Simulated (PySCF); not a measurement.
# [Yb(P5)]2+: other functionals and bases at one geometry

How far do other levels of theory move the description of [Yb(P5)]2+, and what does each cost? It is a constructed species; whether it can be made isn't addressed.

Method: several levels, as the steps say, no spin–orbit coupling; program: PySCF 2.14.0.

3 further runs of the same task are left out: 2 for a known fault of the program, 1 that didn't finish.

### Step 1. Starting geometry

6 atoms, charge 2, spin multiplicity 1.

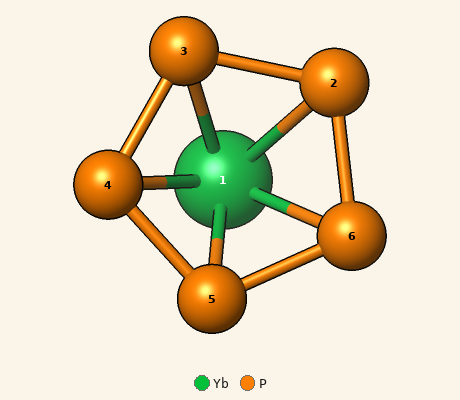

The structure; ytterbium green, phosphorus orange; atoms are numbered from 1 in the order of the file.

As a file:

```xyz
6

Yb    0.0000    0.0000   -1.0178
P     1.8604    0.0000    1.1573
P     0.5749    1.7694    1.1573
P    -1.5051    1.0935    1.1573
P    -1.5051   -1.0935    1.1573
P     0.5749   -1.7693    1.1573
```

Formal oxidation states: Yb +3. Each metal's 13 4f electrons lie in its core potential, so multiplicities, spins and levels count the valence alone. An earlier session relaxed this geometry at BP86, Yb lcecp-1-SVP with ECP59, P def2-SVP (singlet, point group C5v).

At BP86 on the finer grid: E = -1745.278380 Eh, HOMO -15.22 eV, LUMO -14.07 eV, Mulliken charge on Yb1 +1.12 e, largest force component 0.009 eV/Å. 

Levels to run: B3LYP; TPSS; wB97X; PBE0; BP86, TZVP. Hardware: 2 threads of Intel Xeon at 2.60GHz (Ice Lake), shared host.

### Step 2. B3LYP

run.py (the lines that set the calculation)

```python
mol = gto.M(atom='''
Yb     0.00000     0.00000    -1.01783
P      1.86042     0.00002     1.15730
P      0.57488     1.76937     1.15730
P     -1.50512     1.09351     1.15730
P     -1.50509    -1.09354     1.15730
P      0.57492    -1.76935     1.15730''',
    basis={'Yb': 'lcecp-1-SVP', 'P': 'def2-SVP'},
    ecp={'Yb': 'lcecp-1-SVP'},
    charge=2, spin=0)
mf = dft.RKS(mol, xc='B3LYP')
mf.grids.atom_grid = (75, 302)  # f atoms: unpruned, at least (60, 302)
mf = mf.density_fit()  # fitting sets: Yb AutoAux, P def2-universal-JKFIT
mf.conv_tol = 1e-08; mf.max_cycle = 55
mf.kernel(dm0)  # dm0: the density of the relaxed state
```

Run with:

```
$ OMP_NUM_THREADS=2 python run.py
```

Log:

```text
init E= -1745.12244668151
  HOMO = -0.581154082324473  LUMO = -0.486394292288765  gap/eV = 2.57855
cycle= 1 E= -1745.12396647533  delta_E= -0.00152  |g|= 0.0382  |ddm|= 0.294
  HOMO = -0.579627135593612  LUMO = -0.495452406316712  gap/eV = 2.29051
cycle= 2 E= -1745.12192858082  delta_E= 0.00204  |g|= 0.0792  |ddm|= 0.225
  HOMO = -0.581066113609759  LUMO = -0.489989614436297  gap/eV = 2.47832
cycle= 3 E= -1745.12459511874  delta_E= -0.00267  |g|= 0.0062  |ddm|= 0.152
  HOMO = -0.580965920679898  LUMO = -0.489828820710286  gap/eV = 2.47997
cycle= 4 E= -1745.12460909159  delta_E= -1.4e-05  |g|= 0.0014  |ddm|= 0.0111
  HOMO = -0.58110971916881  LUMO = -0.489932447632504  gap/eV = 2.48106
cycle= 5 E= -1745.12460975832  delta_E= -6.67e-07  |g|= 0.000411  |ddm|= 0.00237
  HOMO = -0.581054229951008  LUMO = -0.489905352595792  gap/eV = 2.48029
cycle= 6 E= -1745.12460981671  delta_E= -5.84e-08  |g|= 0.000146  |ddm|= 0.000941
  HOMO = -0.581056700283516  LUMO = -0.489904560898254  gap/eV = 2.48038
cycle= 7 E= -1745.1246098144  delta_E= 2.31e-09  |g|= 0.000165  |ddm|= 0.000449
  HOMO = -0.581058793874265  LUMO = -0.489902071443529  gap/eV = 2.48050
cycle= 8 E= -1745.12460982559  delta_E= -1.12e-08  |g|= 8.76e-06  |ddm|= 0.00026
  HOMO = -0.581059308121109  LUMO = -0.489903199976045  gap/eV = 2.48048
cycle= 9 E= -1745.12460982563  delta_E= -3.82e-11  |g|= 1.54e-06  |ddm|= 2.33e-05
  HOMO = -0.581059090401583  LUMO = -0.489902942168032  gap/eV = 2.48049
Extra cycle  E= -1745.12460982563  delta_E= 2.27e-12  |g|= 1.4e-06  |ddm|= 5.14e-06
converged SCF energy = -1745.12460982563
```

Wall time 8.7 s (2 threads of Intel Xeon at 2.60GHz (Ice Lake), shared host).

It gives: E = -1745.124610 Eh, HOMO -15.81 eV, LUMO -13.33 eV, Mulliken charge on Yb1 +1.13 e, largest force component 0.290 eV/Å. 

### Step 3. TPSS

run.py (the lines that set the calculation): that of step 2 with these lines changed.

```diff
@@ -10,3 +10,3 @@
     charge=2, spin=0)
-mf = dft.RKS(mol, xc='B3LYP')
+mf = dft.RKS(mol, xc='TPSS')
 mf.grids.atom_grid = (75, 302)  # f atoms: unpruned, at least (60, 302)
```

Run with:

```
$ OMP_NUM_THREADS=2 python run.py
```

Log:

```text
init E= -1745.16236986875
  HOMO = -0.559055858352055  LUMO = -0.508824021607251  gap/eV = 1.36688
cycle= 1 E= -1745.16298755567  delta_E= -0.000618  |g|= 0.0357  |ddm|= 0.268
  HOMO = -0.557735766115044  LUMO = -0.517288759279218  gap/eV = 1.10062
cycle= 2 E= -1745.15873675154  delta_E= 0.00425  |g|= 0.105  |ddm|= 0.264
  HOMO = -0.559094281771942  LUMO = -0.512126749246808  gap/eV = 1.27805
cycle= 3 E= -1745.16359871684  delta_E= -0.00486  |g|= 0.00637  |ddm|= 0.189
  HOMO = -0.558885356481852  LUMO = -0.511703316634309  gap/eV = 1.28389
cycle= 4 E= -1745.16361482714  delta_E= -1.61e-05  |g|= 0.0015  |ddm|= 0.0121
  HOMO = -0.558948594722184  LUMO = -0.511666613508337  gap/eV = 1.28661
cycle= 5 E= -1745.16361571455  delta_E= -8.87e-07  |g|= 0.000439  |ddm|= 0.00273
  HOMO = -0.558919341415693  LUMO = -0.511646401026329  gap/eV = 1.28636
cycle= 6 E= -1745.16361572413  delta_E= -9.57e-09  |g|= 0.000359  |ddm|= 0.00104
  HOMO = -0.558919108414444  LUMO = -0.511640046829718  gap/eV = 1.28653
cycle= 7 E= -1745.16361577557  delta_E= -5.14e-08  |g|= 8.19e-05  |ddm|= 0.000651
  HOMO = -0.5589237753273  LUMO = -0.511642550409091  gap/eV = 1.28659
cycle= 8 E= -1745.16361577832  delta_E= -2.75e-09  |g|= 5.86e-06  |ddm|= 0.000139
  HOMO = -0.558923051934325  LUMO = -0.511642391231786  gap/eV = 1.28657
Extra cycle  E= -1745.16361577831  delta_E= 1.36e-11  |g|= 7.51e-06  |ddm|= 2.19e-05
converged SCF energy = -1745.16361577831
```

Run time: 12 s. Hardware: 2 threads of Intel Xeon at 2.60GHz (Ice Lake), shared host.

Result: E = -1745.163616 Eh, HOMO -15.21 eV, LUMO -13.92 eV, Mulliken charge on Yb1 +1.26 e, largest force component 0.204 eV/Å. 

### Step 4. wB97X

run.py (the lines that set the calculation): that of step 3 with these lines changed.

```diff
@@ -10,3 +10,3 @@
     charge=2, spin=0)
-mf = dft.RKS(mol, xc='TPSS')
+mf = dft.RKS(mol, xc='WB97X')
 mf.grids.atom_grid = (75, 302)  # f atoms: unpruned, at least (60, 302)
```

Run with:

```
$ OMP_NUM_THREADS=2 python run.py
```

Log:

```text
init E= -1744.96002209868
  HOMO = -0.66450588380341  LUMO = -0.408785898735098  gap/eV = 6.95850
cycle= 1 E= -1744.9757051062  delta_E= -0.0157  |g|= 0.0527  |ddm|= 0.497
  HOMO = -0.665936452766163  LUMO = -0.418922203759185  gap/eV = 6.72160
cycle= 2 E= -1744.97726589762  delta_E= -0.00156  |g|= 0.0311  |ddm|= 0.166
  HOMO = -0.667380971126239  LUMO = -0.414324752086573  gap/eV = 6.88601
cycle= 3 E= -1744.97771795658  delta_E= -0.000452  |g|= 0.0131  |ddm|= 0.0787
  HOMO = -0.667551422975537  LUMO = -0.415236326714493  gap/eV = 6.86584
cycle= 4 E= -1744.97785179535  delta_E= -0.000134  |g|= 0.00237  |ddm|= 0.0419
  HOMO = -0.667495037223794  LUMO = -0.415222660907648  gap/eV = 6.86468
cycle= 5 E= -1744.97785977653  delta_E= -7.98e-06  |g|= 0.000822  |ddm|= 0.00954
  HOMO = -0.667509187332144  LUMO = -0.415132581596025  gap/eV = 6.86752
cycle= 6 E= -1744.97786121914  delta_E= -1.44e-06  |g|= 0.000169  |ddm|= 0.00506
  HOMO = -0.667504909936222  LUMO = -0.415132274549173  gap/eV = 6.86741
cycle= 7 E= -1744.97786128144  delta_E= -6.23e-08  |g|= 5.99e-05  |ddm|= 0.00108
  HOMO = -0.667497222959424  LUMO = -0.415125040514152  gap/eV = 6.86740
cycle= 8 E= -1744.97786128515  delta_E= -3.71e-09  |g|= 2.6e-05  |ddm|= 0.000227
  HOMO = -0.667500597061656  LUMO = -0.415126935187981  gap/eV = 6.86744
Extra cycle  E= -1744.97786128564  delta_E= -4.84e-10  |g|= 2.4e-05  |ddm|= 9.01e-05
converged SCF energy = -1744.97786128564
```

It took 12 s on 2 threads of Intel Xeon at 2.60GHz (Ice Lake), shared host.

Result: E = -1744.977861 Eh, HOMO -18.16 eV, LUMO -11.30 eV, Mulliken charge on Yb1 +1.23 e, largest force component 1.102 eV/Å. 

### Step 5. PBE0

run.py (the lines that set the calculation): that of step 4 with these lines changed.

```diff
@@ -10,3 +10,3 @@
     charge=2, spin=0)
-mf = dft.RKS(mol, xc='WB97X')
+mf = dft.RKS(mol, xc='PBE0')
 mf.grids.atom_grid = (75, 302)  # f atoms: unpruned, at least (60, 302)
```

Run with:

```
$ OMP_NUM_THREADS=2 python run.py
```

Log:

```text
init E= -1744.38893733032
  HOMO = -0.590062118017872  LUMO = -0.482124714414189  gap/eV = 2.93713
cycle= 1 E= -1744.39351415544  delta_E= -0.00458  |g|= 0.0325  |ddm|= 0.326
  HOMO = -0.591018140676774  LUMO = -0.491770937187367  gap/eV = 2.70065
cycle= 2 E= -1744.39252359467  delta_E= 0.000991  |g|= 0.0591  |ddm|= 0.174
  HOMO = -0.591900305137038  LUMO = -0.487325857103768  gap/eV = 2.84562
cycle= 3 E= -1744.39399040527  delta_E= -0.00147  |g|= 0.00454  |ddm|= 0.114
  HOMO = -0.591579089904662  LUMO = -0.486947939457538  gap/eV = 2.84716
cycle= 4 E= -1744.39399792596  delta_E= -7.52e-06  |g|= 0.00132  |ddm|= 0.00908
  HOMO = -0.591599795011073  LUMO = -0.486983419561759  gap/eV = 2.84676
cycle= 5 E= -1744.39399862448  delta_E= -6.99e-07  |g|= 0.000415  |ddm|= 0.00254
  HOMO = -0.591565524550241  LUMO = -0.486965672862271  gap/eV = 2.84631
cycle= 6 E= -1744.39399868153  delta_E= -5.7e-08  |g|= 0.000144  |ddm|= 0.000921
  HOMO = -0.591580200804018  LUMO = -0.486974208515778  gap/eV = 2.84647
cycle= 7 E= -1744.39399868375  delta_E= -2.22e-09  |g|= 0.000128  |ddm|= 0.000403
  HOMO = -0.591583039633173  LUMO = -0.486973566984777  gap/eV = 2.84657
cycle= 8 E= -1744.39399869041  delta_E= -6.66e-09  |g|= 2.26e-05  |ddm|= 0.000229
  HOMO = -0.591579276456677  LUMO = -0.486972437787774  gap/eV = 2.84650
Extra cycle  E= -1744.39399868968  delta_E= 7.3e-10  |g|= 4.85e-05  |ddm|= 0.000115
converged SCF energy = -1744.39399868968
```

It took 8.4 s on 2 threads of Intel Xeon at 2.60GHz (Ice Lake), shared host.

Read off: E = -1744.393999 Eh, HOMO -16.10 eV, LUMO -13.25 eV, Mulliken charge on Yb1 +1.23 e, largest force component 0.600 eV/Å. 

### Step 6. BP86, TZVP

Basis: Yb lcecp-1-TZVP with ECP59, P def2-TZVP. 

run.py (the lines that set the calculation)

```python
mol = gto.M(atom='''
Yb     0.00000     0.00000    -1.01783
P      1.86042     0.00002     1.15730
P      0.57488     1.76937     1.15730
P     -1.50512     1.09351     1.15730
P     -1.50509    -1.09354     1.15730
P      0.57492    -1.76935     1.15730''',
    basis={'Yb': 'lcecp-1-TZVP', 'P': 'def2-TZVP'},
    ecp={'Yb': 'lcecp-1-TZVP'},
    charge=2, spin=0)
mf = dft.RKS(mol, xc='B88,P86')
mf.grids.atom_grid = (75, 302)  # f atoms: unpruned, at least (60, 302)
mf = mf.density_fit()  # fitting sets: Yb AutoAux, P def2-universal-JKFIT
mf.conv_tol = 1e-08; mf.max_cycle = 55
mf.kernel(dm0)  # dm0: free metal ions and neutral atoms
```

Run with:

```
$ OMP_NUM_THREADS=2 python run.py
```

Log:

```text
init E= -1733.44436031633
  HOMO = -0.688629726905709  LUMO = -0.609664131949839  gap/eV = 2.14876
cycle= 1 E= -1745.47136274075  delta_E=  -12  |g|= 1.37  |ddm|=  3.3
  HOMO = -0.440899879743432  LUMO = -0.417013666956014  gap/eV = 0.64998
cycle= 2 E= -1741.42662294495  delta_E= 4.04  |g|= 3.78  |ddm|= 3.95
  HOMO = -0.531002896483474  LUMO = -0.442691614497754  gap/eV = 2.40307
cycle= 3 E= -1745.28280858648  delta_E= -3.86  |g|= 1.23  |ddm|= 3.36
  HOMO = -0.542602233308777  LUMO = -0.522652808067123  gap/eV = 0.54285
cycle= 4 E= -1745.69377532661  delta_E= -0.411  |g|= 0.757  |ddm|= 1.93
  HOMO = -0.544158893536531  LUMO = -0.510595185483079  gap/eV = 0.91332
cycle= 5 E= -1745.87950755041  delta_E= -0.186  |g|= 0.114  |ddm|= 0.617
  HOMO = -0.547246363195666  LUMO = -0.505211917665493  gap/eV = 1.14382
cycle= 6 E= -1745.88379509918  delta_E= -0.00429  |g|= 0.0552  |ddm|= 0.157
  HOMO = -0.548526107626904  LUMO = -0.506761803401668  gap/eV = 1.13646
cycle= 7 E= -1745.88478041859  delta_E= -0.000985  |g|= 0.0125  |ddm|= 0.0601
  HOMO = -0.548268412543447  LUMO = -0.506389712423946  gap/eV = 1.13958
cycle= 8 E= -1745.88482090473  delta_E= -4.05e-05  |g|= 0.00217  |ddm|= 0.011
  HOMO = -0.548233178318021  LUMO = -0.506461070336974  gap/eV = 1.13668
cycle= 9 E= -1745.88481530048  delta_E= 5.6e-06  |g|= 0.00425  |ddm|= 0.00572
  HOMO = -0.548233588411407  LUMO = -0.506428504771446  gap/eV = 1.13757
cycle= 10 E= -1745.8848224057  delta_E= -7.11e-06  |g|= 0.000328  |ddm|= 0.00419
  HOMO = -0.548246183841352  LUMO = -0.50642688280959  gap/eV = 1.13796
cycle= 11 E= -1745.88482244292  delta_E= -3.72e-08  |g|= 2.57e-05  |ddm|= 0.000376
  HOMO = -0.548248259649257  LUMO = -0.506428129576245  gap/eV = 1.13798
cycle= 12 E= -1745.88482244283  delta_E= 8.5e-11  |g|= 2.84e-05  |ddm|= 5.12e-05
  HOMO = -0.548245018252639  LUMO = -0.506428000825341  gap/eV = 1.13790
Extra cycle  E= -1745.88482244115  delta_E= 1.69e-09  |g|= 7.46e-05  |ddm|= 0.000104
converged SCF energy = -1745.88482244115
```

Run time: 28 s. Hardware: 2 threads of Intel Xeon at 2.60GHz (Ice Lake), shared host.

It gives: E = -1745.884822 Eh, HOMO -14.92 eV, LUMO -13.78 eV, Mulliken charge on Yb1 +1.37 e, largest force component 0.346 eV/Å. 

### Step 7. All levels side by side

| level | state | HOMO (eV) | gap (eV) | charge on Yb1 (e) | dipole (D) | largest force (eV/Å) | basis functions | time |
| --- | --- | --- | --- | --- | --- | --- | --- | --- |
| BP86 (relaxed here) | singlet | -15.22 | 1.16 | 1.12 | 2.60 | 0.01 | 123 | 22 s |
| B3LYP | singlet | -15.81 | 2.48 | 1.13 | 2.85 | 0.29 | 123 | 8.7 s |
| TPSS | singlet | -15.21 | 1.29 | 1.26 | 3.00 | 0.20 | 123 | 12 s |
| wB97X | singlet | -18.16 | 6.87 | 1.23 | 3.74 | 1.10 | 123 | 12 s |
| PBE0 | singlet | -16.10 | 2.85 | 1.23 | 3.15 | 0.60 | 123 | 8.4 s |
| BP86, TZVP | singlet | -14.92 | 1.14 | 1.37 | 2.29 | 0.35 | 232 | 28 s |

Times are on 2 threads of Intel Xeon at 2.60GHz (Ice Lake), shared host; the first row also made further properties. The dipole of a charged species depends on the origin, so these sizes hold for this origin alone.

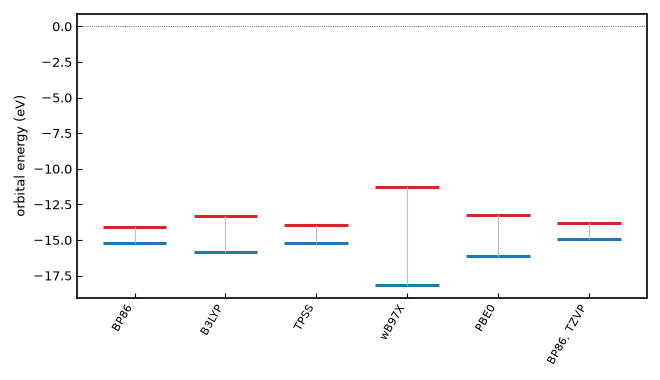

Highest filled and lowest empty level, method by method.

In one basis the HOMO–LUMO gap runs from 1.16 eV (BP86) to 6.87 eV (wB97X). The largest leftover force, 1.10 eV/Å with wB97X, stands at a geometry relaxed at another level. The Mulliken charge on Yb spans +1.12 to +1.37 e over the levels. With 4f in the core, its levels are missing from HOMO and gap. Total energies of different levels can't be compared. Spin–orbit coupling is left out throughout.
